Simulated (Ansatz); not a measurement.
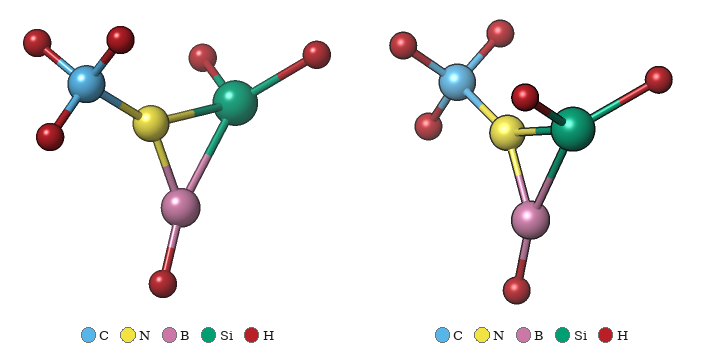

The same structure drawn twice, from different directions.

The geometry was computed by an optimisation with PBE0-D4/def2-TZVP.

Describe the molecule.

The molecule is CH₆BNSi. SMILES: `CN1B[SiH2]1`. Independent rings (smallest set): 1 of 3 members. Among its groups: Si–H bond, Si–N bond, B–H bond. The point group is Cs. Coordination, clear cases only: 1 C tetrahedral; 1 B T-shaped.

More results for the same structure follow; atom numbers are the same in all pictures, views and colours differ.

### Geometry

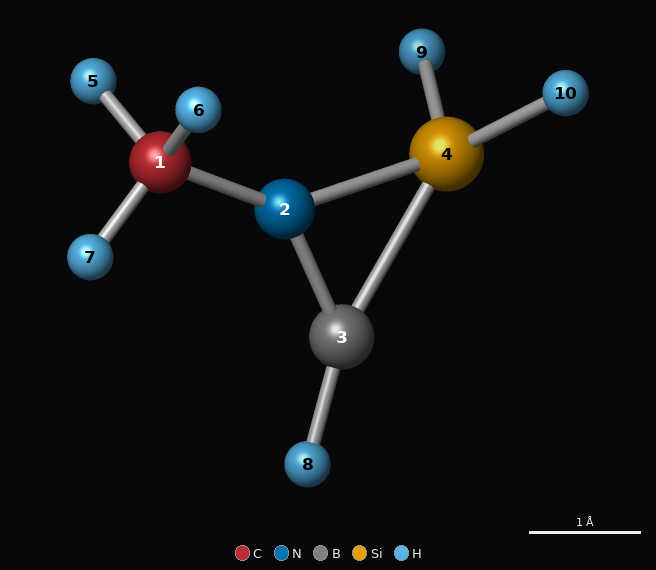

The atoms are numbered.

Give the bond lengths.

```json
{"bond": "C1–N2", "length (Å)": "1.438", "order": "single"}
{"bond": "C1–H5", "length (Å)": "1.093", "order": "single"}
{"bond": "C1–H6", "length (Å)": "1.093", "order": "single"}
{"bond": "C1–H7", "length (Å)": "1.092", "order": "single"}
{"bond": "N2–B3", "length (Å)": "1.375", "order": "single"}
{"bond": "N2–Si4", "length (Å)": "1.759", "order": "single"}
{"bond": "B3–Si4", "length (Å)": "1.924", "order": "single"}
{"bond": "B3–H8", "length (Å)": "1.189", "order": "single"}
{"bond": "Si4–H9", "length (Å)": "1.487", "order": "single"}
{"bond": "Si4–H10", "length (Å)": "1.487", "order": "single"}
```

### Levels of theory compared

Program: Ansatz 0.2.0.

Tabulate dipole (D), HOMO energy (eV), HOMO–LUMO gap (eV) at these levels: B3LYP-D4/def2-TZVPP; PBE-D4/def2-TZVPP; r2SCAN-D4/def2-TZVPP; ωB97M-V/def2-TZVPP.

```
               level  dipole (D)  HOMO energy (eV)  HOMO–LUMO gap (eV)
 B3LYP-D4/def2-TZVPP        1.50             −6.78                6.36
   PBE-D4/def2-TZVPP        1.67             −5.90                4.72
r2SCAN-D4/def2-TZVPP        1.63             −6.10                5.22
  ωB97M-V/def2-TZVPP        1.49             −9.07               10.72
```

### Vibrations

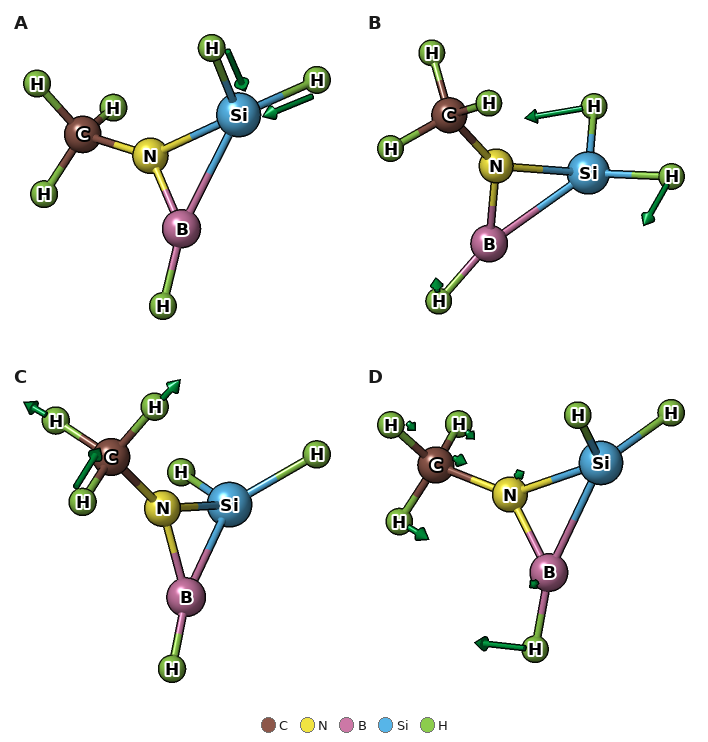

4 normal modes of one molecule or complex, as arrows. Harmonic vibrations computed with RKS PBE0-D4/def2-TZVP (Ansatz 0.2.0) at a stationary point of the same level.

Match the panels to the wavenumbers 580 cm⁻¹, 968 cm⁻¹, 2208 cm⁻¹, 3122 cm⁻¹.

Answer. A: 2208 cm⁻¹, in-phase stretching of 2 Si–H bonds
B: 968 cm⁻¹, angle bending
C: 3122 cm⁻¹, out-of-phase stretching of 3 C–H bonds
D: 580 cm⁻¹

### Thermal motion

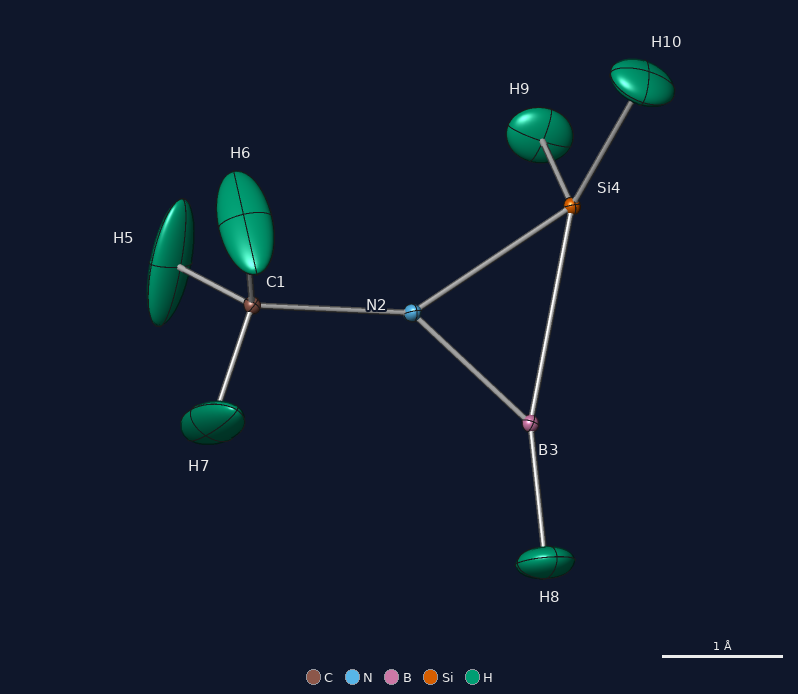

Displacement ellipsoids at the 50 % level, from the internal vibrations of the free molecule (harmonic, no overall translation or rotation; no half-axis is drawn under 0.075 Å). Vibrations computed with RKS PBE0-D4/def2-TZVP (Ansatz 0.2.0). Temperature: 298 K.

Which atom moves most?

Answer. H7, with U_eq = 0.0539 Å².

Does H5 move more along its bond or across it?

Answer. Across it: the root-mean-square amplitude is 0.078 Å along the bond and up to 0.363 Å across, since bending and torsion are softer than stretching.

List U_eq and the three principal root-mean-square amplitudes for each kind of atom.

```csv
atom,U_eq (Å²),rms amplitudes (Å)
C1,0.0015,"0.032, 0.035, 0.049"
N2,0.0028,"0.030, 0.048, 0.073"
B3,0.0020,"0.039, 0.047, 0.048"
Si4,0.00054,"0.018, 0.019, 0.031"
"H5, H6",0.0533,"0.077, 0.148, 0.363"
H7,0.0539,"0.083, 0.139, 0.368"
H8,0.0216,"0.087, 0.161, 0.177"
"H9, H10",0.0229,"0.088, 0.160, 0.188"
```

### Charges

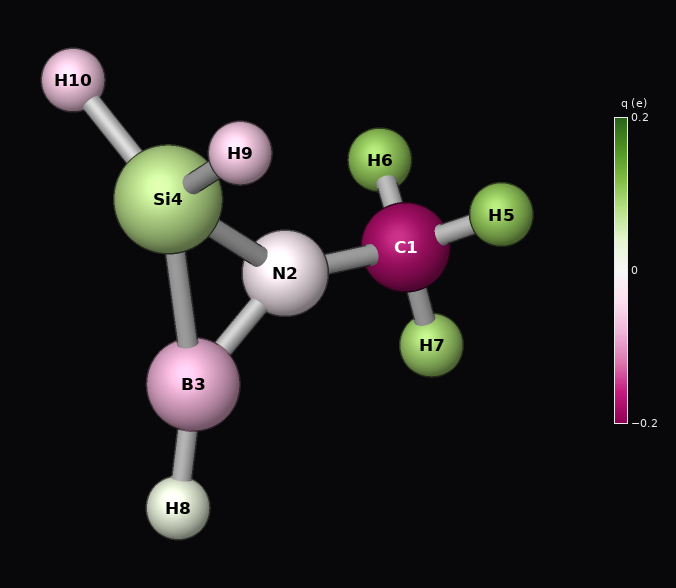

Atoms are coloured by their Mulliken charges. Properties computed with RKS PBE-D4/def2-TZVPP (Ansatz 0.2.0).

Which atom carries the highest charge (most positive or least negative)?

Answer. H5, H6 (0.10 e).

And the lowest?

Answer. C1 (−0.18 e).

List the Mulliken charges.

| atom | value (e) |
| --- | --- |
| C1 | −0.18 |
| N2 | −0.02 |
| B3 | −0.08 |
| Si4 | 0.08 |
| H5 | 0.10 |
| H6 | 0.10 |
| H7 | 0.09 |
| H8 | 0.02 |
| H9 | −0.06 |
| H10 | −0.06 |

Mulliken values depend strongly on the basis set and can even reverse the polarity of a bond.
